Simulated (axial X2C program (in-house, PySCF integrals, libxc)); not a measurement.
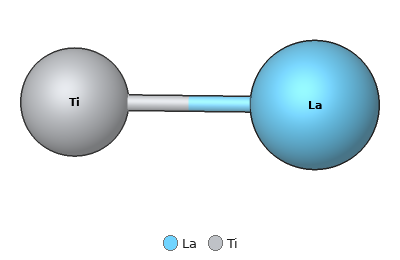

The molecule at the reference distance of 2.805 Å.

**Relativistic diatomic calculation, with input and output: LaTi**

- system: LaTi, single determinant with Ω = 9/2 (not the lowest found). The distance is the PBE0 minimum at charge 0.
- method: expectation values, HF and Kohn-Sham, two-component X2C with atomic mean-field Coulomb and Gaunt terms, La dyall-cv3z, Ti dyall-cv3z (cores contracted) (axial X2C program (in-house, PySCF integrals, libxc))

Input file:
```
{"zs": [57, 22], "q": 0, "bas": ["dyall-cv3z", "dyall-cv3z"], "r0": 3.16, "levels": ["PBE0", "HF", "BP86", "LDA", "PBE"], "nst": 2}
```

The line is the task of a batch: nuclear charges, charge, bases, the levels to run, a first guess of the distance and further settings. This report covers the levels named above. The log is that of the reference distance, started from orbitals converged before.

Launched within a batch (the task file carries these settings):
```bash
python <driver script> task.json out
```

Log:
```
two-component X2C + atomic mean field  PBE0
basis functions 269  fitting functions 1381  grid points 5804
iter        total energy     max residual
   1      -9342.160348817     6.11e-05
   2      -9342.160348887     4.53e-05
   3      -9342.160348960     3.85e-05
   4      -9342.160348977     2.40e-05
   5      -9342.160348991     5.19e-06
   6      -9342.160348992     3.19e-06
converged
one-electron -13209.89998993  Coulomb 3884.59256962  exact exchange -60.96502954  xc functional -186.66693738  nuclear repulsion 236.57334135  atomic mean-field constant -5.79430312
```

Expectation values by level of theory:

```tsv
quantity	PBE0	HF	BP86	LDA	PBE
effective field for an electron dipole moment (GV/cm)	−5.34	−3.75	−5.45	−5.86	−5.31
field gradient at the first nucleus (a.u.)	−1.74	−2.93	−1.51	−1.52	−1.49
field gradient at the second nucleus (a.u.)	0.0798	0.0339	−0.354	−0.368	−0.342
A∥/gI, first nucleus (MHz)	347	469	364	354	340
A∥/gI, second nucleus (MHz)	111	82.8	114	123	108
```

Each column comes from one determinant with 3 or more unpaired spinors, which can mix states, in a basis with contracted cores. The levels disagree widely: the field gradient at the second nucleus runs from −0.368 to 0.0798 a.u. They may not all have settled in the same state, and these values aren't reliable properties of the molecule.

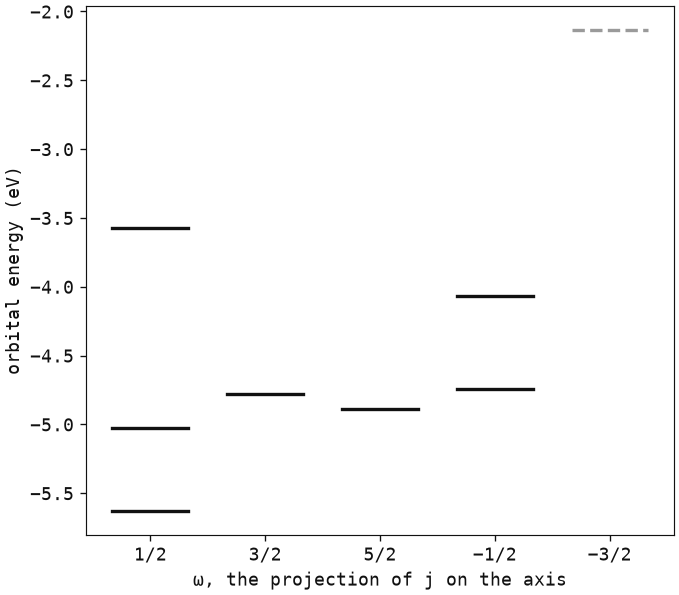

Orbital energies (PBE0) near the frontier at 2.81 Å, filled (solid) and empty (dashed). The highest filled spinor (1/2; 31 % La s, 21 % La p) lies at −3.57 eV, the lowest empty one (−3/2; 80 % La d, 17 % Ti d) at −2.13 eV.

Key numbers:

- outcome: converged; the levels of theory disagree widely
- hardware: 1 thread of Intel Xeon (Granite Rapids), 176 GiB of memory available, shared host
- wall time: 6.4 s
- peak memory: 0.62 GiB
